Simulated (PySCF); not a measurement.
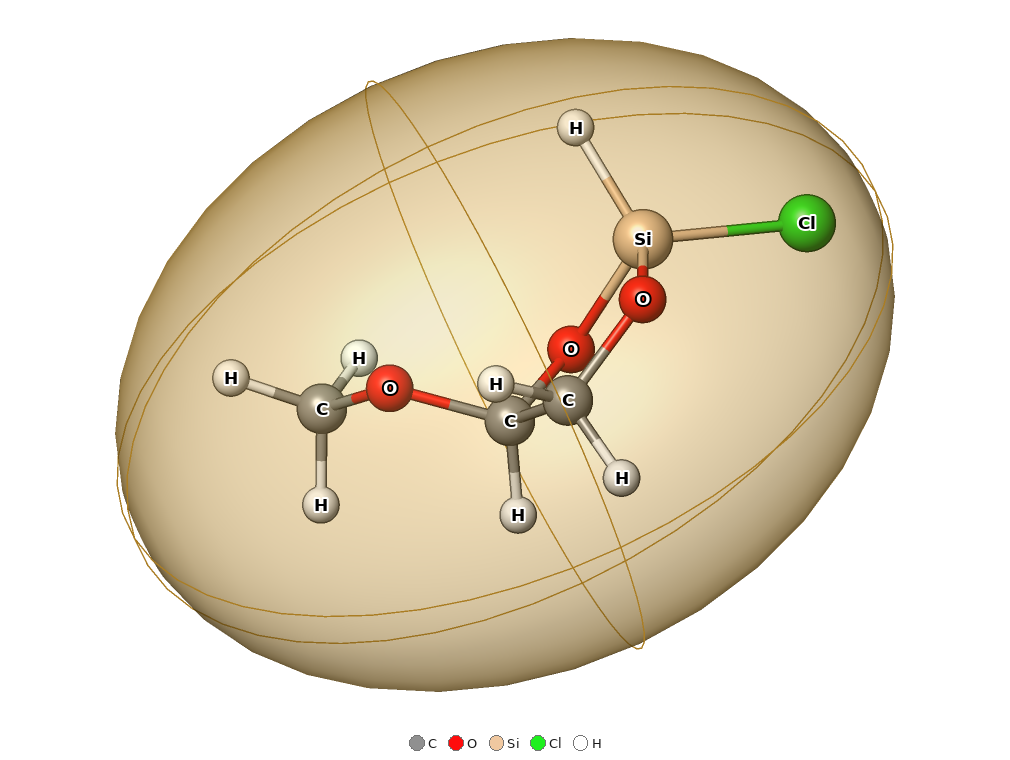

The ellipsoid shows the static dipole polarisability: its half-axes are proportional to the principal values. The computed structure is the end point of a GFN2-xTB optimisation. No frequency run is at hand to confirm it as a minimum. Computed with B3LYP/def2-SVPD (PySCF 2.14.0).

Question. How large and how anisotropic is the polarisability?

Answer. Principal values 71.0, 76.2, 95.9 bohr³; mean 81.0 bohr³ (12.01 Å³); anisotropy 22.7 bohr³, so the longest axis is 1.35 times the shortest.

The geometry is semi-empirical. Around Si such bond lengths and angles can be off by a tenth of an ångström or more and by several degrees, and values that hang on the shape move with them.
